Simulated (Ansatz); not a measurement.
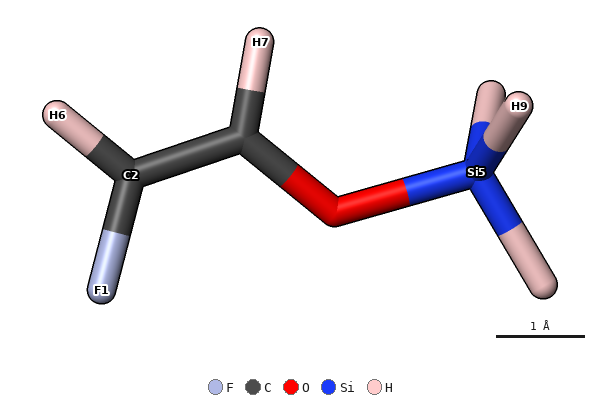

**Figure 1.** The starting structure (stick view, seen at a tilt; atoms are numbered from 1 in the order of the input). Bond lengths as drawn: C–C 1.35 Å, C–F 1.34 Å, C–H 1.10 to 1.11 Å, C–O 1.36 Å, H–Si 1.50 to 1.51 Å and O–Si 1.69 Å.

# Nudged elastic band of C$_{2}$H$_{5}$FOSi (part 1 of 2)

The run: nudged elastic band of C$_{2}$H$_{5}$FOSi. Method and program: RKS PBE-D4/def2-SVP (Ansatz 0.2.0).

The run did not end well. It belongs to a series of runs on one base structure; here: band between the two ends.

Input file:
```yaml
crystal:
  periodic: [false, false, false]
  atoms:
    - { symbol: F, position_ang: [-2.677598, 0.856383, 0.341703] }
    - { symbol: C, position_ang: [-1.511699, 1.132093, 0.946634] }
    - { symbol: C, position_ang: [-0.344265, 0.571685, 0.574684] }
    - { symbol: O, position_ang: [-0.251, -0.321014, -0.448079] }
    - { symbol: Si, position_ang: [1.17157, -1.081713, -0.960652] }
    - { symbol: H, position_ang: [-1.584235, 1.855321, 1.773709] }
    - { symbol: H, position_ang: [0.572141, 0.852815, 1.125636] }
    - { symbol: H, position_ang: [0.756773, -1.968004, -2.091194] }
    - { symbol: H, position_ang: [1.772135, -1.887084, 0.161175] }
    - { symbol: H, position_ang: [2.179377, -0.061681, -1.420715] }
basis:
  gaussian: { orbitals: def2-SVP }
hamiltonian:
  xc: pbe
  dispersion: d4
neb:
  order_check: false
  images: 9
  f_tol: 0.05
  max_iterations: 60
  optimiser: lbfgs
  climbing: immediate
  final_atoms:
    - { symbol: F, position_ang: [-2.30202563, 0.29745092, 0.30243114] }
    - { symbol: C, position_ang: [-1.31487406, 1.13685259, 0.69020701] }
    - { symbol: C, position_ang: [-0.04155644, 0.71583945, 0.66451596] }
    - { symbol: O, position_ang: [0.29837839, -0.56428115, 0.26913555] }
    - { symbol: Si, position_ang: [2.00751532, -0.88498063, -0.93233741] }
    - { symbol: H, position_ang: [-1.64717977, 2.13270425, 1.0139677] }
    - { symbol: H, position_ang: [0.82501006, 1.32910395, 0.94353549] }
    - { symbol: H, position_ang: [1.06675197, -0.78338904, -2.16300652] }
    - { symbol: H, position_ang: [1.69538141, -2.38920604, -0.75055136] }
    - { symbol: H, position_ang: [-0.50420226, -1.0412933, -0.03499655] }
  initial_path:
    images:
      - { positions_ang: [[-2.677598, 0.856383, 0.341703], [-1.511699, 1.132093, 0.946634], [-0.344265, 0.571685, 0.574684], [-0.251, -0.321014, -0.448079], [1.17157, -1.081713, -0.960652], [-1.584235, 1.855321, 1.773709], [0.572141, 0.852815, 1.125636], [0.756773, -1.968004, -2.091194], [1.772135, -1.887084, 0.161175], [2.179377, -0.061681, -1.420715]] }
      - { positions_ang: [[-2.62921361, 0.87903035, 0.30509254], [-1.48303531, 1.1350041, 0.93417769], [-0.3277356, 0.56247195, 0.57205166], [-0.21137865, -0.31565486, -0.45986814], [1.1981575, -1.08101105, -0.94652144], [-1.57252372, 1.84933397, 1.76384306], [0.59454271, 0.80967248, 1.13912329], [0.84238007, -1.95046781, -2.09245397], [1.75704805, -1.89516802, 0.19069616], [1.91495757, -0.04441011, -1.40323984]] }
      - { positions_ang: [[-2.58082922, 0.9016777, 0.26848208], [-1.45437162, 1.1379152, 0.92172137], [-0.31120621, 0.55325889, 0.56941931], [-0.17175731, -0.31029571, -0.47165727], [1.22474499, -1.08030911, -0.93239087], [-1.56081244, 1.84334694, 1.75397711], [0.61694442, 0.76652996, 1.15261057], [0.92798713, -1.93293161, -2.09371395], [1.7419611, -1.90325203, 0.22021731], [1.65053815, -0.02713923, -1.38576467]] }
      - { positions_ang: [[-2.53244483, 0.92432506, 0.23187162], [-1.42570793, 1.14082629, 0.90926506], [-0.29467681, 0.54404584, 0.56678697], [-0.13213596, -0.30493657, -0.48344641], [1.25133249, -1.07960716, -0.91826031], [-1.54910116, 1.83735991, 1.74411117], [0.63934614, 0.72338745, 1.16609786], [1.0135942, -1.91539542, -2.09497392], [1.72687415, -1.91133605, 0.24973847], [1.38611872, -0.00986834, -1.36828951]] }
      - { positions_ang: [[-2.48406044, 0.94697241, 0.19526116], [-1.39704424, 1.14373739, 0.89680874], [-0.27814742, 0.53483278, 0.56415462], [-0.09251462, -0.29957742, -0.49523554], [1.27791999, -1.07890522, -0.90412974], [-1.53738988, 1.83137288, 1.73424522], [0.66174785, 0.68024493, 1.17958514], [1.09920127, -1.89785923, -2.09623389], [1.7117872, -1.91942007, 0.27925962], [1.12169929, 0.00740255, -1.35081434]] }
      - { positions_ang: [[-2.43567605, 0.96961976, 0.15865071], [-1.36838055, 1.14664849, 0.88435243], [-0.26161802, 0.52561973, 0.56152228], [-0.05289327, -0.29421828, -0.50702468], [1.30450748, -1.07820327, -0.88999918], [-1.5256786, 1.82538585, 1.72437928], [0.68414956, 0.63710241, 1.19307243], [1.18480834, -1.88032304, -2.09749386], [1.69670025, -1.92750409, 0.30878078], [0.85727986, 0.02467343, -1.33333918]] }
      - { positions_ang: [[-2.40894597, 0.83518599, 0.18740679], [-1.35767925, 1.14468931, 0.84552334], [-0.2176057, 0.56366367, 0.58212102], [0.01736106, -0.34823085, -0.35179263], [1.44510905, -1.03955874, -0.89846683], [-1.54997883, 1.88684953, 1.58229696], [0.71232166, 0.77550272, 1.14316504], [1.16119706, -1.66093624, -2.1105964], [1.69643648, -2.01984448, 0.09691435], [0.58498344, -0.18851991, -1.07367065]] }
      - { positions_ang: [[-2.38221588, 0.70075222, 0.21616288], [-1.34697795, 1.14273013, 0.80669426], [-0.17359339, 0.60170762, 0.60271975], [0.08761539, -0.40224342, -0.19656059], [1.58571062, -1.00091422, -0.90693447], [-1.57427907, 1.94831321, 1.44021464], [0.74049376, 0.91390303, 1.09325765], [1.13758579, -1.44154944, -2.12369893], [1.69617271, -2.11218487, -0.11495208], [0.31268701, -0.40171326, -0.81400213]] }
      - { positions_ang: [[-2.3554858, 0.56631845, 0.24491896], [-1.33627666, 1.14077095, 0.76786518], [-0.12958107, 0.63975156, 0.62331849], [0.15786973, -0.456256, -0.04132854], [1.72631219, -0.96226969, -0.91540212], [-1.5985793, 2.00977689, 1.29813233], [0.76866586, 1.05230334, 1.04335026], [1.11397452, -1.22216264, -2.13680146], [1.69590894, -2.20452526, -0.32681851], [0.04039059, -0.61490661, -0.5543336]] }
      - { positions_ang: [[-2.32875572, 0.43188469, 0.27367505], [-1.32557536, 1.13881177, 0.72903609], [-0.08556875, 0.6777955, 0.64391722], [0.22812406, -0.51026857, 0.11390351], [1.86691376, -0.92362516, -0.92386977], [-1.62287953, 2.07124057, 1.15605001], [0.79683796, 1.19070365, 0.99344288], [1.09036324, -1.00277584, -2.14990399], [1.69564518, -2.29686565, -0.53868493], [-0.23190584, -0.82809996, -0.29466508]] }
      - { positions_ang: [[-2.30202563, 0.29745092, 0.30243114], [-1.31487406, 1.13685259, 0.69020701], [-0.04155644, 0.71583945, 0.66451596], [0.29837839, -0.56428115, 0.26913555], [2.00751532, -0.88498063, -0.93233741], [-1.64717977, 2.13270425, 1.0139677], [0.82501006, 1.32910395, 0.94353549], [1.06675197, -0.78338904, -2.16300652], [1.69538141, -2.38920604, -0.75055136], [-0.50420226, -1.0412933, -0.03499655]] }
```

Machine: 2 threads of Arm Neoverse V2, 24 GiB of memory available, shared host.

Command:
```bash
ansatz run input.yaml --threads 2 --pin off --max-ram 3072MiB --backend cpu --events-out ev --progress --plain --runs-dir out
```

What the program printed:
```
Engine: ansatz 0.2.0, aarch64-unknown-linux-gnu
Functional definition: PBE
  parameter kappa = 0.804
  parameter beta = 0.06672455060314922
  exchange = pbe_x(kappa = kappa, mu = beta*pi^2/3)
  correlation = pbe_c(beta = beta)
1093 factors; their error is unknown
mean field evaluation 1: about -14771.8107 eV, gradient 4.9e1 eV
mean field evaluation 2: about -14758.1657 eV, gradient 9.6e1 eV
mean field evaluation 4: about -14776.9119 eV, gradient 8.3e0 eV
mean field evaluation 8: about -14777.0854 eV, gradient 3.2e-1 eV
mean field evaluation 16: about -14777.0110 eV, gradient 7.6e-5 eV
mean field -14777.01101896 eV, -543.0451387289 hartree, gradient 2.8e-5 eV, S^2 0.000000; 0 other end points of the search recorded, 0 dependent functions left out
the calculation of the forces begins
reference -14777.01105165 eV, -543.0451399301 hartree; 24, 24 occupied and 75, 75 virtual orbitals, 1093 factors
1093 factors; their error is unknown
mean field evaluation 32: about -14774.7954 eV, gradient 6.6e-4 eV
mean field -14774.79539285 eV, -542.9637159712 hartree, gradient 4.1e-5 eV, S^2 0.000000; 0 other end points of the search recorded, 0 dependent functions left out
[... from here on the field's lines of each further geometry are left out, up to the last ...]
NEB iter   1: max|band force component| = 1.172e2 eV/Å  barrier→ = 19.0789 eV  barrier← = 16.8750 eV  CI = image 8  Δτ_max = 0.2000 Å  (314 SCF iters)
NEB iter   2: max|band force component| = 1.435e1 eV/Å  barrier→ = 7.3205 eV  barrier← = 5.1166 eV  CI = image 7  Δτ_max = 0.2000 Å  (295 SCF iters)
NEB iter   3: max|band force component| = 5.257e0 eV/Å  barrier→ = 4.3633 eV  barrier← = 2.1594 eV  CI = image 7  Δτ_max = 0.0627 Å  (321 SCF iters)
NEB iter   4: max|band force component| = 3.832e0 eV/Å  barrier→ = 3.7778 eV  barrier← = 1.5739 eV  CI = image 7  Δτ_max = 0.1063 Å  (287 SCF iters)
NEB iter   5: max|band force component| = 2.354e0 eV/Å  barrier→ = 3.3644 eV  barrier← = 1.1605 eV  CI = image 6  Δτ_max = 0.0396 Å  (284 SCF iters)
NEB iter   6: max|band force component| = 1.636e0 eV/Å  barrier→ = 3.2373 eV  barrier← = 1.0334 eV  CI = image 6  Δτ_max = 0.0721 Å  (287 SCF iters)
NEB iter   7: max|band force component| = 3.666e0 eV/Å  barrier→ = 3.0705 eV  barrier← = 0.8666 eV  CI = image 6  Δτ_max = 0.0576 Å  (280 SCF iters)
NEB iter   8: max|band force component| = 1.725e0 eV/Å  barrier→ = 3.0211 eV  barrier← = 0.8172 eV  CI = image 5  Δτ_max = 0.0261 Å  (287 SCF iters)
NEB iter   9: max|band force component| = 1.426e0 eV/Å  barrier→ = 3.0834 eV  barrier← = 0.8795 eV  CI = image 5  Δτ_max = 0.0985 Å  (290 SCF iters)
NEB iter  10: max|band force component| = 3.110e0 eV/Å  barrier→ = 3.2744 eV  barrier← = 1.0705 eV  CI = image 5  Δτ_max = 0.0488 Å  (278 SCF iters)
NEB iter  11: max|band force component| = 1.684e0 eV/Å  barrier→ = 3.2877 eV  barrier← = 1.0838 eV  CI = image 5  Δτ_max = 0.0129 Å  (290 SCF iters)
NEB iter  12: max|band force component| = 1.357e0 eV/Å  barrier→ = 3.2949 eV  barrier← = 1.0910 eV  CI = image 5  Δτ_max = 0.2000 Å  (288 SCF iters)
NEB iter  13: max|band force component| = 2.304e0 eV/Å  barrier→ = 3.1495 eV  barrier← = 0.9456 eV  CI = image 5  Δτ_max = 0.0360 Å  (280 SCF iters)
NEB iter  14: max|band force component| = 1.473e0 eV/Å  barrier→ = 3.1466 eV  barrier← = 0.9427 eV  CI = image 5  Δτ_max = 0.0101 Å  (292 SCF iters)
NEB iter  15: max|band force component| = 9.667e-1 eV/Å  barrier→ = 3.1470 eV  barrier← = 0.9431 eV  CI = image 5  Δτ_max = 0.0515 Å  (267 SCF iters)
NEB iter  16: max|band force component| = 1.471e0 eV/Å  barrier→ = 3.1596 eV  barrier← = 0.9557 eV  CI = image 5  Δτ_max = 0.0219 Å  (285 SCF iters)
NEB iter  17: max|band force component| = 1.540e0 eV/Å  barrier→ = 3.1568 eV  barrier← = 0.9529 eV  CI = image 5  Δτ_max = 0.0229 Å  (296 SCF iters)
NEB iter  18: max|band force component| = 1.628e0 eV/Å  barrier→ = 3.1546 eV  barrier← = 0.9507 eV  CI = image 5  Δτ_max = 0.0241 Å  (266 SCF iters)
NEB iter  19: max|band force component| = 1.696e0 eV/Å  barrier→ = 3.1522 eV  barrier← = 0.9483 eV  CI = image 5  Δτ_max = 0.0252 Å  (272 SCF iters)
NEB iter  20: max|band force component| = 1.788e0 eV/Å  barrier→ = 3.1496 eV  barrier← = 0.9457 eV  CI = image 5  Δτ_max = 0.0265 Å  (270 SCF iters)
NEB iter  21: max|band force component| = 1.859e0 eV/Å  barrier→ = 3.1469 eV  barrier← = 0.9430 eV  CI = image 5  Δτ_max = 0.0277 Å  (270 SCF iters)
NEB iter  22: max|band force component| = 1.957e0 eV/Å  barrier→ = 3.1440 eV  barrier← = 0.9401 eV  CI = image 5  Δτ_max = 0.0290 Å  (269 SCF iters)
NEB iter  23: max|band force component| = 2.029e0 eV/Å  barrier→ = 3.1411 eV  barrier← = 0.9372 eV  CI = image 5  Δτ_max = 0.0302 Å  (270 SCF iters)
NEB iter  24: max|band force component| = 2.131e0 eV/Å  barrier→ = 3.1382 eV  barrier← = 0.9343 eV  CI = image 5  Δτ_max = 0.0316 Å  (279 SCF iters)
NEB iter  25: max|band force component| = 2.204e0 eV/Å  barrier→ = 3.1353 eV  barrier← = 0.9314 eV  CI = image 5  Δτ_max = 0.0328 Å  (279 SCF iters)
NEB iter  26: max|band force component| = 2.309e0 eV/Å  barrier→ = 3.1323 eV  barrier← = 0.9284 eV  CI = image 5  Δτ_max = 0.0342 Å  (278 SCF iters)
NEB iter  27: max|band force component| = 2.381e0 eV/Å  barrier→ = 3.1295 eV  barrier← = 0.9256 eV  CI = image 5  Δτ_max = 0.0354 Å  (280 SCF iters)
NEB iter  28: max|band force component| = 2.488e0 eV/Å  barrier→ = 3.1266 eV  barrier← = 0.9227 eV  CI = image 5  Δτ_max = 0.0369 Å  (279 SCF iters)
NEB iter  29: max|band force component| = 2.557e0 eV/Å  barrier→ = 3.1238 eV  barrier← = 0.9199 eV  CI = image 5  Δτ_max = 0.0380 Å  (278 SCF iters)
NEB iter  30: max|band force component| = 2.663e0 eV/Å  barrier→ = 3.1211 eV  barrier← = 0.9172 eV  CI = image 5  Δτ_max = 0.0395 Å  (277 SCF iters)
NEB iter  31: max|band force component| = 2.729e0 eV/Å  barrier→ = 3.1184 eV  barrier← = 0.9145 eV  CI = image 5  Δτ_max = 0.0406 Å  (275 SCF iters)
NEB iter  32: max|band force component| = 2.831e0 eV/Å  barrier→ = 3.1158 eV  barrier← = 0.9119 eV  CI = image 5  Δτ_max = 0.0420 Å  (275 SCF iters)
NEB iter  33: max|band force component| = 2.894e0 eV/Å  barrier→ = 3.1132 eV  barrier← = 0.9093 eV  CI = image 5  Δτ_max = 0.0430 Å  (276 SCF iters)
NEB iter  34: max|band force component| = 2.989e0 eV/Å  barrier→ = 3.1107 eV  barrier← = 0.9068 eV  CI = image 5  Δτ_max = 0.0443 Å  (276 SCF iters)
NEB iter  35: max|band force component| = 3.047e0 eV/Å  barrier→ = 3.1082 eV  barrier← = 0.9043 eV  CI = image 5  Δτ_max = 0.0452 Å  (278 SCF iters)
NEB iter  36: max|band force component| = 3.135e0 eV/Å  barrier→ = 3.1058 eV  barrier← = 0.9019 eV  CI = image 5  Δτ_max = 0.0465 Å  (265 SCF iters)
NEB iter  37: max|band force component| = 3.187e0 eV/Å  barrier→ = 3.1034 eV  barrier← = 0.8995 eV  CI = image 5  Δτ_max = 0.0473 Å  (276 SCF iters)
NEB iter  38: max|band force component| = 3.266e0 eV/Å  barrier→ = 3.1011 eV  barrier← = 0.8972 eV  CI = image 5  Δτ_max = 0.0484 Å  (264 SCF iters)
NEB iter  39: max|band force component| = 3.311e0 eV/Å  barrier→ = 3.0989 eV  barrier← = 0.8950 eV  CI = image 5  Δτ_max = 0.0492 Å  (275 SCF iters)
NEB iter  40: max|band force component| = 3.380e0 eV/Å  barrier→ = 3.0966 eV  barrier← = 0.8928 eV  CI = image 5  Δτ_max = 0.0501 Å  (263 SCF iters)
NEB iter  41: max|band force component| = 3.420e0 eV/Å  barrier→ = 3.0945 eV  barrier← = 0.8906 eV  CI = image 5  Δτ_max = 0.0508 Å  (265 SCF iters)
NEB iter  42: max|band force component| = 3.478e0 eV/Å  barrier→ = 3.0924 eV  barrier← = 0.8885 eV  CI = image 5  Δτ_max = 0.0250 Å  (261 SCF iters)
NEB iter  43: max|band force component| = 2.737e-1 eV/Å  barrier→ = 3.0924 eV  barrier← = 0.8885 eV  CI = image 5  Δτ_max = 0.0020 Å  (257 SCF iters)
NEB iter  44: max|band force component| = 2.316e-1 eV/Å  barrier→ = 3.0914 eV  barrier← = 0.8875 eV  CI = image 5  Δτ_max = 0.0273 Å  (219 SCF iters)
NEB iter  45: max|band force component| = 1.466e0 eV/Å  barrier→ = 3.0783 eV  barrier← = 0.8744 eV  CI = image 5  Δτ_max = 0.0222 Å  (286 SCF iters)
NEB iter  46: max|band force component| = 1.516e0 eV/Å  barrier→ = 3.0765 eV  barrier← = 0.8726 eV  CI = image 5  Δτ_max = 0.0226 Å  (266 SCF iters)
NEB iter  47: max|band force component| = 1.669e0 eV/Å  barrier→ = 3.0748 eV  barrier← = 0.8709 eV  CI = image 5  Δτ_max = 0.0248 Å  (265 SCF iters)
NEB iter  48: max|band force component| = 1.739e0 eV/Å  barrier→ = 3.0731 eV  barrier← = 0.8692 eV  CI = image 5  Δτ_max = 0.0258 Å  (270 SCF iters)
NEB iter  49: max|band force component| = 1.849e0 eV/Å  barrier→ = 3.0714 eV  barrier← = 0.8675 eV  CI = image 5  Δτ_max = 0.0274 Å  (267 SCF iters)
NEB iter  50: max|band force component| = 1.925e0 eV/Å  barrier→ = 3.0698 eV  barrier← = 0.8659 eV  CI = image 5  Δτ_max = 0.0286 Å  (258 SCF iters)
NEB iter  51: max|band force component| = 2.026e0 eV/Å  barrier→ = 3.0681 eV  barrier← = 0.8643 eV  CI = image 5  Δτ_max = 0.0300 Å  (265 SCF iters)
NEB iter  52: max|band force component| = 2.106e0 eV/Å  barrier→ = 3.0666 eV  barrier← = 0.8627 eV  CI = image 5  Δτ_max = 0.0313 Å  (258 SCF iters)
NEB iter  53: max|band force component| = 2.205e0 eV/Å  barrier→ = 3.0650 eV  barrier← = 0.8611 eV  CI = image 5  Δτ_max = 0.0327 Å  (265 SCF iters)
NEB iter  54: max|band force component| = 2.286e0 eV/Å  barrier→ = 3.0635 eV  barrier← = 0.8596 eV  CI = image 5  Δτ_max = 0.0339 Å  (258 SCF iters)
NEB iter  55: max|band force component| = 2.386e0 eV/Å  barrier→ = 3.0620 eV  barrier← = 0.8581 eV  CI = image 5  Δτ_max = 0.0354 Å  (256 SCF iters)
NEB iter  56: max|band force component| = 2.466e0 eV/Å  barrier→ = 3.0605 eV  barrier← = 0.8566 eV  CI = image 5  Δτ_max = 0.0366 Å  (256 SCF iters)
NEB iter  57: max|band force component| = 2.567e0 eV/Å  barrier→ = 3.0591 eV  barrier← = 0.8552 eV  CI = image 5  Δτ_max = 0.0381 Å  (265 SCF iters)
NEB iter  58: max|band force component| = 2.644e0 eV/Å  barrier→ = 3.0577 eV  barrier← = 0.8538 eV  CI = image 5  Δτ_max = 0.0392 Å  (254 SCF iters)
NEB iter  59: max|band force component| = 2.742e0 eV/Å  barrier→ = 3.0563 eV  barrier← = 0.8524 eV  CI = image 5  Δτ_max = 0.0194 Å  (262 SCF iters)
the calculation of the forces begins
reference -14774.71106777 eV, -542.9606170818 hartree; 24, 24 occupied and 75, 75 virtual orbitals, 1093 factors
these checks for a lower state are left out or cut short: starts, cluster_reference, orbital_swaps, neighbouring_geometries, increment
1093 factors; their error is unknown
mean field -14774.77602419 eV, -542.9630041861 hartree, gradient 1.5e-5 eV, S^2 0.000000; 0 other end points of the search recorded, 0 dependent functions left out
the calculation of the forces begins
reference -14774.77605866 eV, -542.9630054528 hartree; 24, 24 occupied and 75, 75 virtual orbitals, 1093 factors
NEB iter  60: max|band force component| = 1.950e-1 eV/Å  barrier→ = 3.0563 eV  barrier← = 0.8524 eV  CI = image 5  Δτ_max = 0.0016 Å  (242 SCF iters)
```
